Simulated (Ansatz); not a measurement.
# CH2AlCl2F: from a rough start to a minimum

Aim: relax CH2AlCl2F from a cheap starting geometry, check the end point by its vibrations and derive ideal-gas thermochemistry.

Computed with Ansatz 0.2.0, Gaussian basis. Level: RKS PBE0-D4/def2-TZVP.

Levels to be run: relaxation at PBE-D4/def2-SVP; relaxation at PBE0-D4/def2-TZVP; harmonic vibrations at the same level.

1 further run of the same task is left out (set aside as unsound or not needed).

## Step 1: Where the work starts

SMILES `F[C]([AlH2])(Cl)Cl`, 7 atoms, charge 0, spin multiplicity 1.

Atoms are counted from 1 here; the program's logs count them from 0.

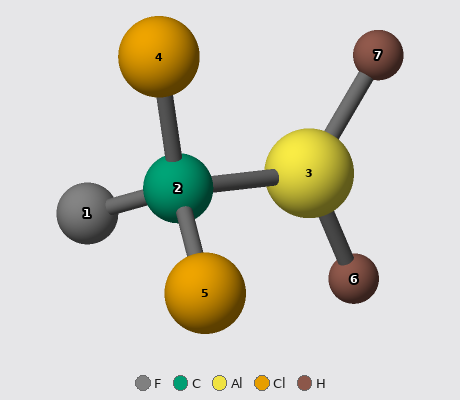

The starting geometry (fluorine grey, carbon teal, aluminium yellow, chlorine amber, hydrogen brown); atoms are numbered from 1 in the order of the file.

Coordinates:

```
F    -1.6277   -0.6857    0.6088
C    -0.7986   -0.0855   -0.3096
Al    0.9802    0.0456    0.5024
Cl   -0.6389   -1.0922   -1.7660
Cl   -1.3537    1.5368   -0.7741
H     1.2237    0.9252    1.8400
H     2.2764   -0.7122   -0.1472
```

The start is a force-field geometry with small random shifts, so a cheaper pass at PBE-D4/def2-SVP comes first.

## Step 2: Geometry optimisation, PBE-D4/def2-SVP (cheap first pass)

in.yaml reads:

```yaml
crystal:
  periodic: [false, false, false]
  atoms:
    - {symbol: F, position_ang: [-1.627700, -0.685700, 0.608800]}
    - {symbol: C, position_ang: [-0.798600, -0.085500, -0.309600]}
    - {symbol: Al, position_ang: [0.980200, 0.045600, 0.502400]}
    - {symbol: Cl, position_ang: [-0.638900, -1.092200, -1.766000]}
    - {symbol: Cl, position_ang: [-1.353700, 1.536800, -0.774100]}
    - {symbol: H, position_ang: [1.223700, 0.925200, 1.840000]}
    - {symbol: H, position_ang: [2.276400, -0.712200, -0.147200]}
basis:
  gaussian: {orbitals: def2-SVP}
hamiltonian: {xc: pbe, dispersion: d4}
relax: {f_tol: 0.03, max_steps: 200}
```

What it wrote, shortened:

```text
Functional definition: PBE
  name "PBE"
  cite "Perdew, Burke & Ernzerhof, Phys. Rev. Lett. 77, 3865 (1996) doi:10.1103/PhysRevLett.77.3865"
  parent pbe
[...]
1005 factors; their error is unknown
[...]
mean field -35396.84622968 eV, -1300.8101060965 hartree, gradient 3.5e-5 eV, S^2 0.000000; 0 other end points of the search recorded, 0 dependent functions left out
[...]
reference -35396.84626524 eV, -1300.8101074035 hartree; 32, 32 occupied and 60, 60 virtual orbitals, 1005 factors
relax step   1: F+E_penalty+E_count = -35397.04531169 eV  Δ(F+E_penalty+E_count) = +0.000e0 eV  max|allowed force component| = 1.452e0 eV/Å  Δτ_max = 0.0000 Å  (26 SCF iters, accepted)
[...]
relax step   4: F+E_penalty+E_count = -35397.23733408 eV  Δ(F+E_penalty+E_count) = -3.135e-2 eV  max|allowed force component| = 4.227e-1 eV/Å  Δτ_max = 0.1143 Å  (30 SCF iters, accepted)
[...]
relax step   7: F+E_penalty+E_count = -35397.50012424 eV  Δ(F+E_penalty+E_count) = -9.945e-2 eV  max|allowed force component| = 6.123e-1 eV/Å  Δτ_max = 0.1953 Å  (35 SCF iters, accepted)
[...]
relax step  10: F+E_penalty+E_count = -35397.61714278 eV  Δ(F+E_penalty+E_count) = -1.993e-2 eV  max|allowed force component| = 5.973e-1 eV/Å  Δτ_max = 0.0893 Å  (30 SCF iters, accepted)
[...]
relax step  13: F+E_penalty+E_count = -35397.64781339 eV  Δ(F+E_penalty+E_count) = -3.196e-3 eV  max|allowed force component| = 1.133e-1 eV/Å  Δτ_max = 0.0166 Å  (29 SCF iters, accepted)
[...]
relax step  14: F+E_penalty+E_count = -35397.65011866 eV  Δ(F+E_penalty+E_count) = -2.305e-3 eV  max|allowed force component| = 2.684e-2 eV/Å  Δτ_max = 0.0281 Å  (29 SCF iters, accepted)
1005 factors; their error is unknown
[...]
mean field -35397.45362446 eV, -1300.8324274431 hartree, gradient 1.8e-5 eV, S^2 0.000000; 1 other end points of the search recorded, 0 dependent functions left out
[...]
reference -35397.45365982 eV, -1300.8324287425 hartree; 32, 32 occupied and 60, 60 virtual orbitals, 1005 factors
Total energy: -35397.65015402 eV, -1300.8396497711 hartree
Atom 0 at    -1.883603    -0.604614     0.536208 Å, force    -0.006548    -0.009782     0.000092 eV/Å
Atom 1 at    -0.772867    -0.650130    -0.141974 Å, force     0.019626     0.026844     0.009128 eV/Å
Atom 2 at     0.941619     0.375240     0.401854 Å, force     0.012371     0.010888     0.001616 eV/Å
Atom 3 at    -0.995807    -1.473821    -1.630631 Å, force    -0.015543    -0.017143    -0.022419 eV/Å
Atom 4 at    -0.347875     1.809923    -0.751604 Å, force     0.003476    -0.012226     0.017864 eV/Å
Atom 5 at     0.929655     0.629762     1.978248 Å, force    -0.004265     0.006823    -0.016115 eV/Å
Atom 6 at     2.190279    -0.154358    -0.437802 Å, force    -0.009117    -0.005404     0.009833 eV/Å
Dipole moment:    -0.311211    -0.458596    -0.122284 e Å
```

Wall time 25 s (4 threads, shared host).

Along the way:

```
step  energy from step 1 (eV)  largest force component (eV/Å)
   1                   0.0000                          1.4520
   2                  -0.1300                          0.5757
   3                  -0.1607                          0.5216
   4                  -0.1920                          0.4227
   5                  -0.2525                          0.5934
   6                  -0.3554                          0.6901
   7                  -0.4548                          0.6123
   8                  -0.5016                          0.8017
   9                  -0.5519                          0.4504
  10                  -0.5718                          0.5973
  11                  -0.5893                          0.3389
  12                  -0.5993                          0.1389
  13                  -0.6025                          0.1133
  14                  -0.6048                          0.0268
```

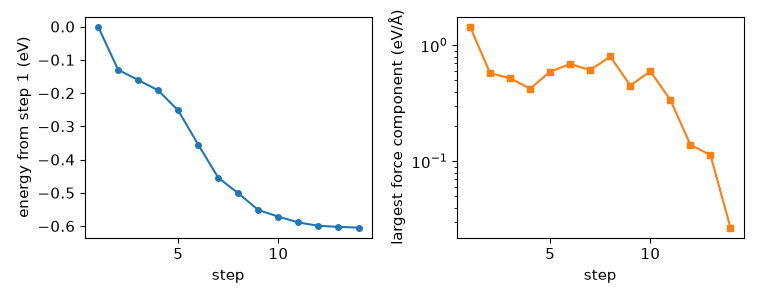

Energy and force, step by step.

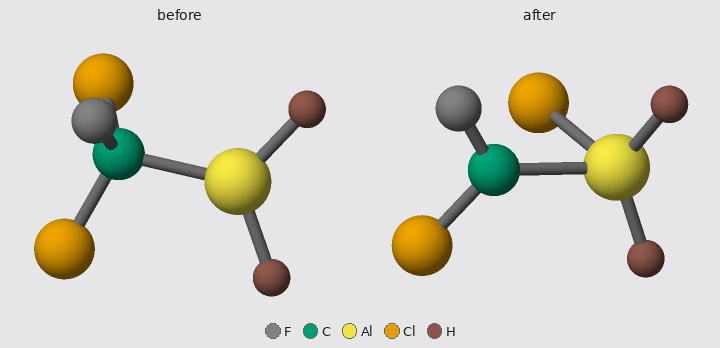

The geometry before (left) and after (right).

Distances of close pairs at the start and the end, largest changes first:

```csv
bond,before (Å),after (Å),change (Å)
Al3–Cl5,3.050,2.248,-0.802
C2–Cl5,1.776,2.570,+0.793
C2–Al3,1.960,2.070,+0.111
F1–C2,1.375,1.302,-0.073
C2–Cl4,1.778,1.716,-0.062
Al3–H7,1.636,1.595,-0.041
Al3–H6,1.619,1.597,-0.022
```

## Step 3: Optimising with PBE0-D4/def2-TZVP

in.yaml reads:

```yaml
crystal:
  periodic: [false, false, false]
  atoms:
    - {symbol: F, position_ang: [-1.883603, -0.604614, 0.536208]}
    - {symbol: C, position_ang: [-0.772867, -0.650130, -0.141974]}
    - {symbol: Al, position_ang: [0.941619, 0.375240, 0.401854]}
    - {symbol: Cl, position_ang: [-0.995807, -1.473821, -1.630631]}
    - {symbol: Cl, position_ang: [-0.347875, 1.809923, -0.751604]}
    - {symbol: H, position_ang: [0.929655, 0.629762, 1.978248]}
    - {symbol: H, position_ang: [2.190279, -0.154358, -0.437802]}
basis:
  gaussian: {orbitals: def2-TZVP}
hamiltonian: {xc: pbe0, dispersion: d4}
relax: {f_tol: 0.005, max_steps: 150}
```

What it wrote, shortened:

```text
Functional definition: PBE0
  name "PBE0"
  cite "Adamo & Barone, J. Chem. Phys. 110, 6158 (1999) doi:10.1063/1.478522"
  cite "Perdew, Burke & Ernzerhof, Phys. Rev. Lett. 77, 3865 (1996) doi:10.1103/PhysRevLett.77.3865"
  parent pbe
[...]
1239 factors; their error is unknown
[...]
mean field -35415.47790041 eV, -1301.4948073671 hartree, gradient 6.7e-5 eV, S^2 0.000000; 0 other end points of the search recorded, 0 dependent functions left out
[...]
reference -35415.47793236 eV, -1301.4948085409 hartree; 32, 32 occupied and 153, 153 virtual orbitals, 1239 factors
relax step   1: F+E_penalty+E_count = -35415.64539516 eV  Δ(F+E_penalty+E_count) = +0.000e0 eV  max|allowed force component| = 7.181e-1 eV/Å  Δτ_max = 0.0000 Å  (28 SCF iters, accepted)
[...]
reference -35415.50844693 eV, -1301.4959299309 hartree; 32, 32 occupied and 153, 153 virtual orbitals, 1239 factors
Total energy: -35415.67666429 eV, -1301.5021118049 hartree
Atom 0 at    -1.866685    -0.613411     0.522361 Å, force     0.001256    -0.000029    -0.000047 eV/Å
Atom 1 at    -0.768667    -0.663580    -0.143685 Å, force    -0.002032    -0.000870    -0.001546 eV/Å
Atom 2 at     0.931425     0.395397     0.391456 Å, force    -0.000907     0.000419    -0.000315 eV/Å
Atom 3 at    -0.992075    -1.467989    -1.608114 Å, force     0.000161     0.000583     0.000929 eV/Å
Atom 4 at    -0.323690     1.816543    -0.731149 Å, force     0.000367    -0.000397     0.000126 eV/Å
Atom 5 at     0.921204     0.628416     1.955774 Å, force    -0.000306     0.000873     0.002442 eV/Å
Atom 6 at     2.159890    -0.163373    -0.432343 Å, force     0.001461    -0.000579    -0.001589 eV/Å
Dipole moment:    -0.311138    -0.539068    -0.136651 e Å
```

It took 77 s on 4 threads, shared host; peak memory 0.51 GiB.

The steps of the relaxation:

```
step  energy from step 1 (eV)  largest force component (eV/Å)
   1                   0.0000                          0.7181
   2                  -0.0244                          0.3653
   3                  -0.0248                          0.2603
   4                  -0.0286                          0.1384
   5                  -0.0291                          0.1279
   6                  -0.0299                          0.0914
   7                  -0.0304                          0.0495
   8                  -0.0309                          0.0471
   9                  -0.0311                          0.0167
  10                  -0.0312                          0.0118
  11                  -0.0312                          0.0185
  12                  -0.0312                          0.0062
  13                  -0.0312                          0.0113
  14                  -0.0312                          0.0024
```

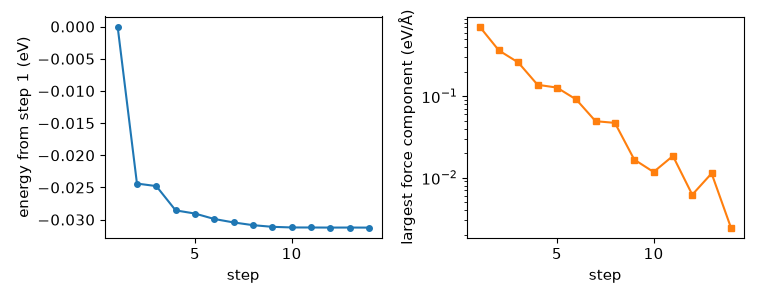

Energy and force, step by step.

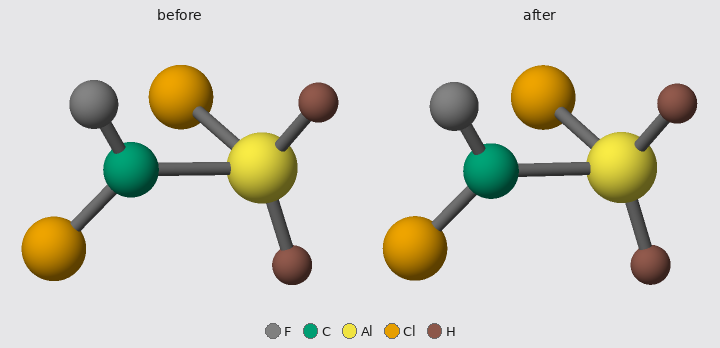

The geometry before (left) and after (right).

Close pairs (by a distance rule), those that changed most:

```
   bond  before (Å)  after (Å)  change (Å)
Al3–Cl5       2.248      2.203      -0.044
 C2–Cl4       1.716      1.686      -0.030
  F1–C2       1.302      1.285      -0.017
 Al3–H6       1.597      1.582      -0.015
 Al3–H7       1.595      1.581      -0.014
 C2–Al3       2.070      2.073      +0.003
```

Mulliken charges of the relaxed molecule (report file):

```csv
atom,value (e)
F1,-0.04
C2,0.18
Al3,0.31
Cl4,0.08
Cl5,-0.29
H6,-0.12
H7,-0.12
```

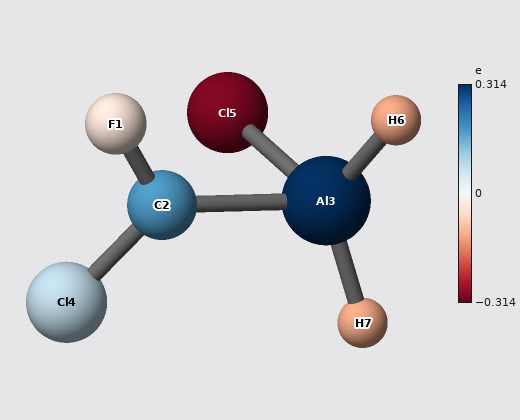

Mulliken charges of the relaxed molecule (report file), as colours on the atoms.

## Step 4: Vibrations by finite differences

in.yaml reads:

```yaml
crystal:
  periodic: [false, false, false]
  atoms:
    - {symbol: F, position_ang: [-1.866685, -0.613411, 0.522361]}
    - {symbol: C, position_ang: [-0.768667, -0.663580, -0.143685]}
    - {symbol: Al, position_ang: [0.931425, 0.395397, 0.391456]}
    - {symbol: Cl, position_ang: [-0.992075, -1.467989, -1.608114]}
    - {symbol: Cl, position_ang: [-0.323690, 1.816543, -0.731149]}
    - {symbol: H, position_ang: [0.921204, 0.628416, 1.955774]}
    - {symbol: H, position_ang: [2.159890, -0.163373, -0.432343]}
basis:
  gaussian: {orbitals: def2-TZVP}
hamiltonian: {xc: pbe0, dispersion: d4}
phonons: {temperatures: {t_min: 298.15, t_max: 900, t_step: 200}}
```

What it wrote, shortened:

```text
Functional definition: PBE0
  name "PBE0"
  cite "Adamo & Barone, J. Chem. Phys. 110, 6158 (1999) doi:10.1063/1.478522"
  cite "Perdew, Burke & Ernzerhof, Phys. Rev. Lett. 77, 3865 (1996) doi:10.1103/PhysRevLett.77.3865"
  parent pbe
[...]
1239 factors; their error is unknown
[...]
mean field -35415.50841531 eV, -1301.4959287690 hartree, gradient 6.6e-5 eV, S^2 0.000000; 0 other end points of the search recorded, 0 dependent functions left out
[...]
reference -35415.50844710 eV, -1301.4959299372 hartree; 32, 32 occupied and 153, 153 virtual orbitals, 1239 factors
[...]
1239 factors; their error is unknown
mean field -35415.50829599 eV, -1301.4959243841 hartree, gradient 2.4e-6 eV, S^2 0.000000; 0 other end points of the search recorded, 0 dependent functions left out
[...]
reference -35415.50832779 eV, -1301.4959255524 hartree; 32, 32 occupied and 153, 153 virtual orbitals, 1239 factors
[...]
Total energy: -35415.67666446 eV, -1301.5021118112 hartree
Atom 0 at    -1.866685    -0.613411     0.522361 Å, force     0.001240    -0.000043    -0.000026 eV/Å
Atom 1 at    -0.768667    -0.663580    -0.143685 Å, force    -0.001993    -0.000870    -0.001578 eV/Å
Atom 2 at     0.931425     0.395397     0.391456 Å, force    -0.000922     0.000411    -0.000298 eV/Å
Atom 3 at    -0.992075    -1.467989    -1.608114 Å, force     0.000147     0.000594     0.000935 eV/Å
Atom 4 at    -0.323690     1.816543    -0.731149 Å, force     0.000375    -0.000400     0.000112 eV/Å
Atom 5 at     0.921204     0.628416     1.955774 Å, force    -0.000301     0.000882     0.002439 eV/Å
Atom 6 at     2.159890    -0.163373    -0.432343 Å, force     0.001455    -0.000574    -0.001585 eV/Å
Dipole moment:    -0.311139    -0.539068    -0.136652 e Å
Vibrations: 74.62 101.39 155.94 296.01 420.32 427.63 471.81 486.38 505.50 632.48 746.42 936.04 1281.79 1936.54 1944.34 cm⁻¹, zero-point energy 0.645784 eV
```

It took 2.5 min on 4 threads, shared host; peak memory 0.5 GiB.

Motions are named by where the mode's potential energy lies. Wavenumbers, unscaled:

```csv
mode,cm⁻¹,motion
1,75,bend
2,101,torsion
3,156,bend
4,296,Al–C stretch with bend
5,420,Al–Cl stretch
6,428,bend
7,472,torsion with Al–Cl stretch
8,486,bend
9,506,bend with C–Cl stretch
10,632,bend with torsion
11,746,bend
12,936,C–Cl stretch
13,1282,C–F stretch
14,1937,Al–H stretch
15,1944,Al–H stretch
```

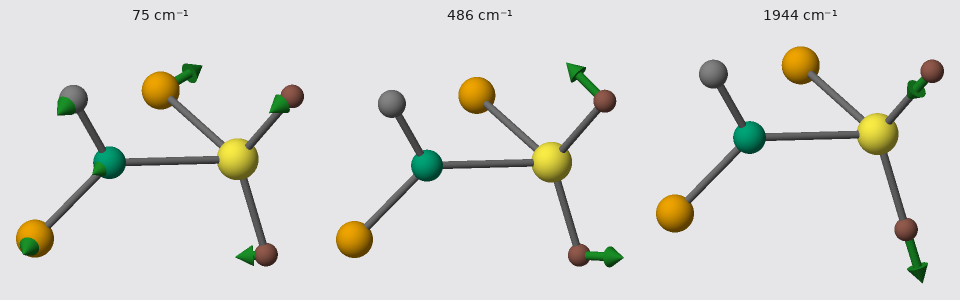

How the atoms move in 3 of the modes.

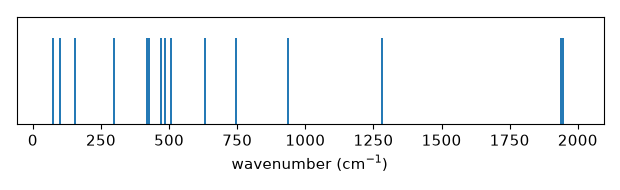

The harmonic wavenumbers as sticks (no intensities were computed).

Ideal gas, rigid rotor and harmonic oscillator at 298.15 K and 1 bar, with symmetry number 1:

```csv
term,value
zero-point energy,62.3 kJ/mol
H(298) − E,83.1 kJ/mol
"entropy, translation",169.6 J/(mol K)
"entropy, rotation",117.9 J/(mol K)
"entropy, vibration",67.5 J/(mol K)
"entropy, total",355.0 J/(mol K)
```

## Step 5: Summary of results

| quantity | value |
| --- | --- |
| point group | C1 |
| steps | 14 + 14 |
| shift from the start (rms) | 0.606 Å |
| total energy | -35415.6767 eV |
| dispersion term | -168 meV |
| dipole moment | 3.06 D |
| lowest, highest wavenumber | 75, 1944 cm⁻¹ |
| zero-point energy | 62.3 kJ/mol |
| entropy at 298.15 K | 355.0 J/(mol K) |

In words: The atoms moved 0.61 Å (rms) from the start; the bond that changed most is Al3–Cl5, from 3.050 to 2.203 Å. The bonds at the end are not those of the start, so the run found another structure. No mode is imaginary: a true minimum at this level. The stiffest mode, 1944 cm⁻¹, is an Al–H stretch, and 3 modes under 200 cm⁻¹ make the vibrational entropy uncertain. Harmonic hybrid wavenumbers usually lie a few per cent above measured fundamentals. The largest Mulliken charge, +0.31 e, sits on Al3.
